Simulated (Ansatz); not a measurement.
C4H12OSi: several calculations on one system

## 1. Relaxation

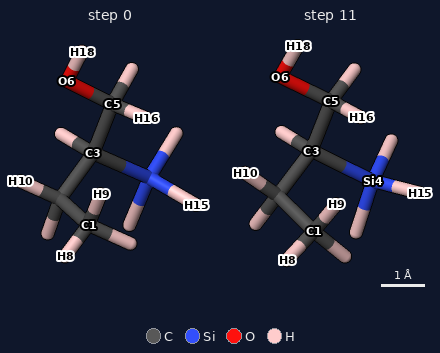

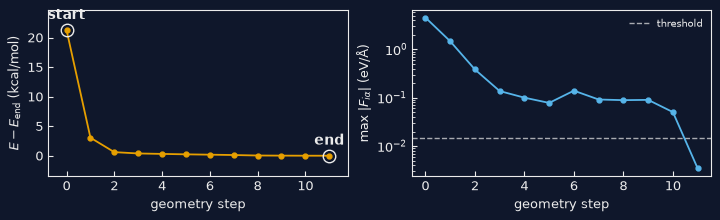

First and last geometry of a relaxation of C4H12OSi, with the history of the run. The picture is a stick view, seen from a free direction.

The run prepares an end point of a later path (torsion) calculation, from a guessed geometry.

Computed with RKS r2SCAN/STO-3G in Ansatz. Settings: no spin polarisation; force threshold 0.015 eV/Å; at most 40 steps.

Question: Read the history and describe the run.

Answer: It converged. The largest move after the best rigid fit is that of an H atom, 0.52 Å. Largest moves by element: H 0.52 Å, C 0.25 Å, O 0.22 Å, Si 0.21 Å. Among the contacts that change: H–Si 1.549 → 1.445 Å, C–C 1.475 → 1.551 Å, C–O 1.397 → 1.469 Å, H–O 0.959 → 1.026 Å. Bond angles that change, for instance: Si–C–H 100.6° → 108.0°, C–O–H 106.6° → 100.8°, H–C–H 102.6° → 108.3°. After 11 geometry steps the energy has fallen by 21.3 kcal/mol. The largest force component goes from 4.6 to 0.0035 eV/Å.

```json
{"step": "0", "E − E(0), kcal/mol": "0.00", "largest force component, eV/Å": "4.5551"}
{"step": "1", "E − E(0), kcal/mol": "-18.21", "largest force component, eV/Å": "1.4759"}
{"step": "2", "E − E(0), kcal/mol": "-20.65", "largest force component, eV/Å": "0.3843"}
{"step": "3", "E − E(0), kcal/mol": "-20.88", "largest force component, eV/Å": "0.1374"}
{"step": "4", "E − E(0), kcal/mol": "-20.95", "largest force component, eV/Å": "0.1002"}
{"step": "5", "E − E(0), kcal/mol": "-21.02", "largest force component, eV/Å": "0.0781"}
{"step": "6", "E − E(0), kcal/mol": "-21.08", "largest force component, eV/Å": "0.1398"}
{"step": "7", "E − E(0), kcal/mol": "-21.14", "largest force component, eV/Å": "0.0918"}
{"step": "8", "E − E(0), kcal/mol": "-21.22", "largest force component, eV/Å": "0.0890"}
{"step": "9", "E − E(0), kcal/mol": "-21.25", "largest force component, eV/Å": "0.0902"}
{"step": "10", "E − E(0), kcal/mol": "-21.26", "largest force component, eV/Å": "0.0504"}
{"step": "11", "E − E(0), kcal/mol": "-21.26", "largest force component, eV/Å": "0.0035"}
```

Limits of the set-up: STO-3G is a minimal basis, so the numbers are rough.

## 2. Relaxation

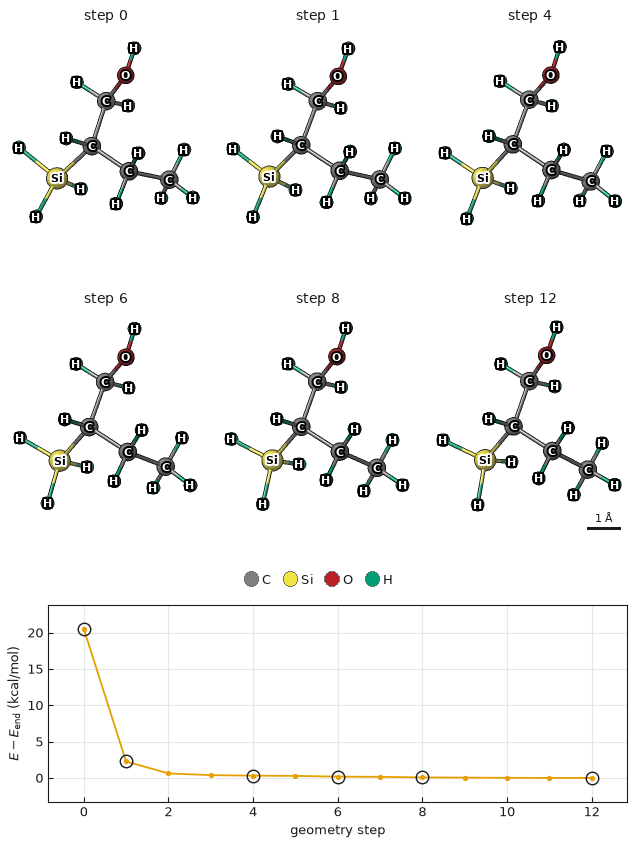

Frames of a relaxation of C$_{4}$H$_{12}$OSi, marked on the history of the run. The picture is a ball-and-stick view, seen at a tilt.

The run prepares an end point of a later path (torsion) calculation, from a guessed geometry.

Theory: RKS r2SCAN/STO-3G in Ansatz. Set-up: no spin polarisation; force threshold 0.015 eV/Å; at most 40 steps.

Q: What happens along the run?

A: The atom that moves furthest after the best rigid fit is an H atom (0.58 Å). Largest moves by element: H 0.58 Å, C 0.30 Å, O 0.23 Å, Si 0.15 Å. Near-neighbour distances that change, for instance: H–Si 1.549 → 1.446 Å, C–C 1.475 → 1.551 Å, C–O 1.397 → 1.469 Å, H–O 0.959 → 1.026 Å. Among the angles between lasting bonds that change: Si–C–H 100.6° → 108.1°, C–O–H 106.6° → 100.9°, H–C–H 102.6° → 108.3°. The energy falls by 20.5 kcal/mol in 12 geometry steps. Largest force component: 4.6 eV/Å at the start, 0.012 eV/Å at the end. The run took 65 s on 1 thread of Intel(R) Xeon(R) Platinum 8488C (Sapphire Rapids) (shared host), peak memory 0.18 GiB. From step 0 to 1: an H atom moves most (0.15 Å), energy −18.3 kcal/mol. From step 1 to 4: an H atom moves most (0.15 Å), energy −1.96 kcal/mol. From step 4 to 6: an H atom moves most (0.16 Å), energy −0.13 kcal/mol. From step 6 to 8: an H atom moves most (0.12 Å), energy −0.11 kcal/mol. From step 8 to 12: an H atom moves most (0.16 Å), energy −0.07 kcal/mol.

| step | E − E(0), kcal/mol | largest force component, eV/Å |
| --- | --- | --- |
| 0 | 0.00 | 4.5739 |
| 1 | -18.28 | 0.9354 |
| 2 | -19.92 | 0.3736 |
| 3 | -20.16 | 0.1128 |
| 4 | -20.23 | 0.0535 |
| 5 | -20.26 | 0.1432 |
| 6 | -20.37 | 0.0883 |
| 7 | -20.39 | 0.2314 |
| 8 | -20.48 | 0.0862 |
| 9 | -20.50 | 0.0336 |
| 10 | -20.53 | 0.0475 |
| 11 | -20.54 | 0.0334 |
| 12 | -20.55 | 0.0121 |

Limits of the set-up: STO-3G is a minimal basis, so the numbers are rough.

## 3. Path

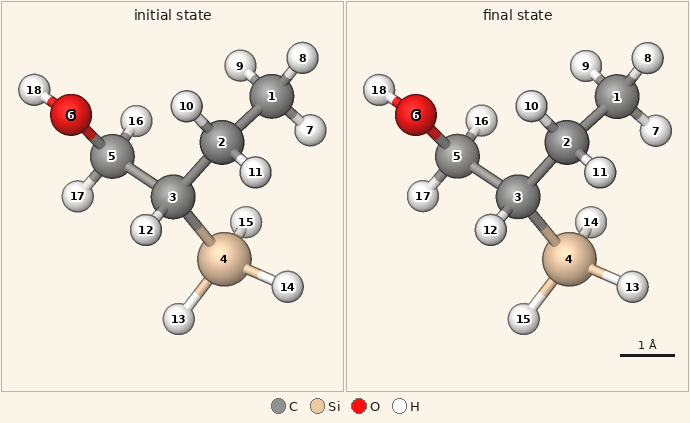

The two relaxed end points of a path for C4H12OSi. A ball-and-stick model, seen at a tilt.

Level of theory: RKS r2SCAN/STO-3G (Ansatz).

Input
```yaml
crystal:
  periodic: [false, false, false]
  atoms:
    - { symbol: C, position_ang: [-1.428421, -1.314186, -0.167548] }
    - { symbol: C, position_ang: [0.078331, -1.284166, 0.198205] }
    - { symbol: C, position_ang: [0.683217, 0.149386, 0.349824] }
    - { symbol: Si, position_ang: [-0.250776, 1.249252, 1.573194] }
    - { symbol: C, position_ang: [0.811786, 0.842789, -1.042349] }
    - { symbol: O, position_ang: [1.657281, -0.014323, -1.884085] }
    - { symbol: H, position_ang: [-2.037215, -0.857016, 0.625401] }
    - { symbol: H, position_ang: [-1.764227, -2.352327, -0.300016] }
    - { symbol: H, position_ang: [-1.617906, -0.771993, -1.103982] }
    - { symbol: H, position_ang: [0.648138, -1.810307, -0.586922] }
    - { symbol: H, position_ang: [0.226499, -1.8358, 1.142205] }
    - { symbol: H, position_ang: [1.712827, 0.018059, 0.725786] }
    - { symbol: H, position_ang: [0.572032, 2.386293, 1.920733] }
    - { symbol: H, position_ang: [-0.559126, 0.507376, 2.774924] }
    - { symbol: H, position_ang: [-1.480123, 1.73622, 0.989358] }
    - { symbol: H, position_ang: [-0.200068, 0.990943, -1.488046] }
    - { symbol: H, position_ang: [1.259287, 1.857714, -0.910437] }
    - { symbol: H, position_ang: [1.651066, 0.513386, -2.764349] }
basis:
  gaussian: { orbitals: STO-3G }
hamiltonian:
  xc: r2scan
neb:
  order_check: false
  images: 7
  f_tol: 0.05
  max_iterations: 33
  initial_path: idpp
  final_atoms:
    - { symbol: C, position_ang: [-1.33733706, -1.41797078, -0.03444116] }
    - { symbol: C, position_ang: [0.1809433, -1.26554474, 0.24337618] }
    - { symbol: C, position_ang: [0.68630342, 0.21245513, 0.30539651] }
    - { symbol: Si, position_ang: [-0.26280814, 1.29593949, 1.5317956] }
    - { symbol: C, position_ang: [0.69467444, 0.85084428, -1.11868064] }
    - { symbol: O, position_ang: [1.56318423, 0.02253367, -1.96594343] }
    - { symbol: H, position_ang: [-1.9343792, -0.97460081, 0.7756088] }
    - { symbol: H, position_ang: [-1.60199719, -2.48217338, -0.11056941] }
    - { symbol: H, position_ang: [-1.61733753, -0.92810758, -0.97742299] }
    - { symbol: H, position_ang: [0.74507491, -1.78309929, -0.5516658] }
    - { symbol: H, position_ang: [0.41942098, -1.76427946, 1.19831047] }
    - { symbol: H, position_ang: [1.74049968, 0.17074107, 0.63037817] }
    - { symbol: H, position_ang: [-0.45624564, 0.58701429, 2.7767213] }
    - { symbol: H, position_ang: [-1.55017724, 1.67305061, 0.99350438] }
    - { symbol: H, position_ang: [0.49313529, 2.50109603, 1.79070374] }
    - { symbol: H, position_ang: [-0.34559841, 0.90254923, -1.51829414] }
    - { symbol: H, position_ang: [1.06835712, 1.90142677, -1.05145207] }
    - { symbol: H, position_ang: [1.47688906, 0.50942546, -2.8654295] }
```

Command:
```bash
ansatz run input.yaml --threads 1 --pin off --max-ram 2048MiB --backend cpu --events-out ev --progress --plain --runs-dir out
```

Predict the minimum-energy path and its barrier.

The barrier is about 6.5 kJ/mol in both directions, with image 4 at the top; the ends have the same energy. The motion is a rotation about the C3–Si4 bond by about 120°. No bond forms or breaks between the ends. The band converged in 8 iterations. The largest component of the band force went from 1.4 to 0.037 eV/Å. The climbing image converged on the top of the path. Its vibrational analysis gives one imaginary mode (112i cm⁻¹), as a transition state must have.

Energies of the converged images:

| image | path (Å) | E (kJ/mol) |
| --- | --- | --- |
| 0 | 0.00 | 0.0 |
| 1 | 0.60 | 1.2 |
| 2 | 1.19 | 3.7 |
| 3 | 1.79 | 5.9 |
| 4 | 2.38 | 6.5 |
| 5 | 3.07 | 5.3 |
| 6 | 3.76 | 3.1 |
| 7 | 4.44 | 1.0 |
| 8 | 5.13 | 0.0 |

The geometry at the top of the path:

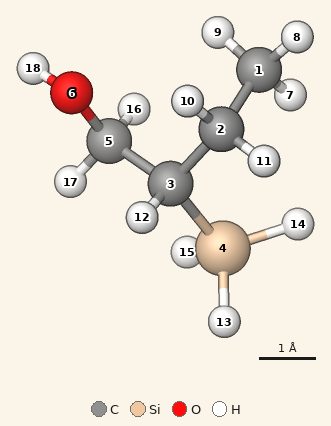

Limits of the set-up: STO-3G is a minimal basis, so the numbers are rough.

The run took 4.5 min on 1 thread of Intel(R) Xeon(R) Platinum 8488C (Sapphire Rapids), on a shared host, peak memory 0.17 GiB.
